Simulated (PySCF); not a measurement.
# Excited-state calculation, with input and output: C₆H₁₂O

System: C₆H₁₂O, SMILES CCOC1CCC1.
Method: TDDFT PBE0/pcSseg-0, vertical, gas phase, core orbitals frozen in the response (PySCF 2.14.0).

The geometry comes from this level: GFN2-xTB. It belongs to a series of runs on one base structure; here: PBE0/pcSseg-0; 1 states; guess vsap.

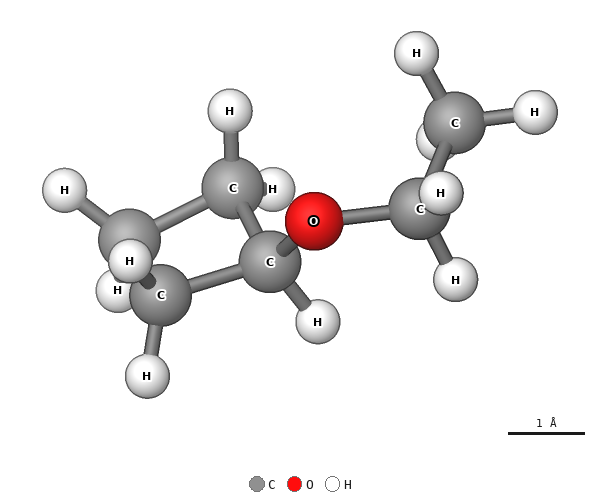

*The input geometry (ball-and-stick view, seen at a tilt).*

Bond lengths as drawn: C–C 1.53 to 1.55 Å, C–H 1.09 to 1.10 Å and C–O 1.40 to 1.41 Å.

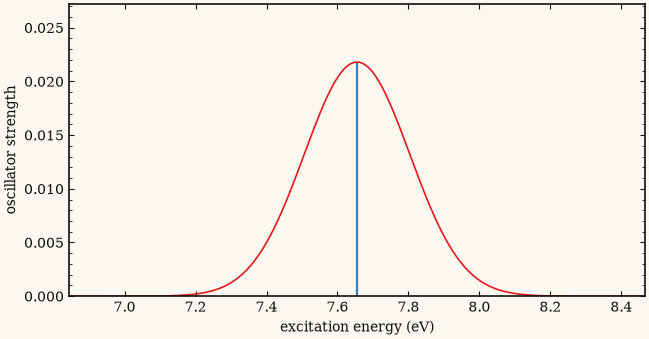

*Computed excitations as sticks (degenerate states added up, dark ones marked on the axis), with a Gaussian envelope of 0.35 eV full width at half maximum, scaled to the tallest.*

Of the 1 states the lowest lies at 7.66 eV (f = 0.022); the strongest line is at 7.66 eV, or 162 nm (f = 0.022).

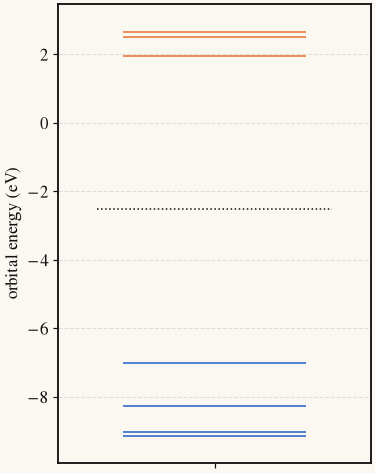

*Orbital energies near the frontier; the dotted line parts filled from empty levels, and levels within 0.02 eV of each other stand side by side.*

Highest filled −7.00 eV, lowest empty 1.95 eV, 8.95 eV apart.

The input and output of the run follow.

## Input
```
{"job": {"kind": "uv", "xc": "PBE0", "basis": "pcSseg-0", "nstates": 1, "ntriplets": 2, "tda": false, "scf": {"guess": "vsap"}}, "charge": 0, "multiplicity": 1}
C      2.422332     0.458919     0.208917
C      1.866796    -0.796640    -0.460022
O      0.555543    -1.126895    -0.066204
C     -0.458796    -0.291290    -0.558078
C     -1.864905    -0.880410    -0.360803
C     -2.337516     0.466885     0.205244
C     -0.875553     0.928094     0.297219
H      2.336285     0.372815     1.289125
H      1.879281     1.342830    -0.115173
H      3.470641     0.577253    -0.052527
H      1.911519    -0.682402    -1.554717
H      2.468109    -1.664339    -0.175063
H     -0.250596    -0.018487    -1.602335
H     -1.841853    -1.670604     0.384840
H     -2.365519    -1.241171    -1.255874
H     -2.916698     1.044426    -0.512219
H     -2.882003     0.422255     1.145293
H     -0.476100     0.858470     1.305933
H     -0.650770     1.909541    -0.115855
```

The first line tells a small driver script what to run in PySCF; the rest is the geometry in Å.

Launch command:
```bash
OMP_NUM_THREADS=1 python <driver script> task.json out
```

## What the program printed
```
final grid: 142920 points
cycle   1  E = -307.2078898623  dE =  9.855e-01  |g| = 3.136e+00  |ddm| = 1.585e+01
cycle   2  E = -306.5697166549  dE =  6.382e-01  |g| = 3.773e+00  |ddm| = 1.638e+01
cycle   3  E = -309.8919770154  dE = -3.322e+00  |g| = 5.128e-01  |ddm| = 4.809e+00
cycle   4  E = -309.9225741842  dE = -3.060e-02  |g| = 4.159e-01  |ddm| = 9.641e-01
cycle   5  E = -309.9574314003  dE = -3.486e-02  |g| = 4.081e-02  |ddm| = 5.194e-01
cycle   6  E = -309.9577361905  dE = -3.048e-04  |g| = 1.851e-02  |ddm| = 8.046e-02
cycle   7  E = -309.9578097412  dE = -7.355e-05  |g| = 1.600e-03  |ddm| = 2.312e-02
cycle   8  E = -309.9578105000  dE = -7.588e-07  |g| = 4.950e-04  |ddm| = 4.839e-03
cycle   9  E = -309.9578105562  dE = -5.617e-08  |g| = 1.823e-04  |ddm| = 7.959e-04
cycle  10  E = -309.9578105650  dE = -8.794e-09  |g| = 2.023e-05  |ddm| = 3.521e-04
cycle  11  E = -309.9578105651  dE = -1.270e-10  |g| = 5.749e-06  |ddm| = 5.956e-05
converged SCF energy = -309.9578105651

Static polarisability (au): isotropic 60.466, principal 52.700 57.231 71.468

Singlet excitations
state   eV       nm        f      main configurations
  1   7.6551    162.0   0.02180   H->L 0.97

Triplet excitations (Tamm-Dancoff, eV): 7.3316 8.0599
```

## Summary

| quantity | value |
| --- | --- |
| outcome | converged |
| total energy | −309.957811 hartree |
| HOMO | −7.00 eV |
| LUMO | 1.95 eV |
| dipole moment | 1.48 D |
| mean polarisability | 60.47 a.u. |
| lowest singlet excitation | 7.66 eV |
| hardware | 1 CPU thread, shared host |
| wall time | 27 s |
| peak memory | 0.92 GiB |

## Remarks

Settings chosen away from the usual ones: PBE0/pcSseg-0; 1 states; guess vsap.
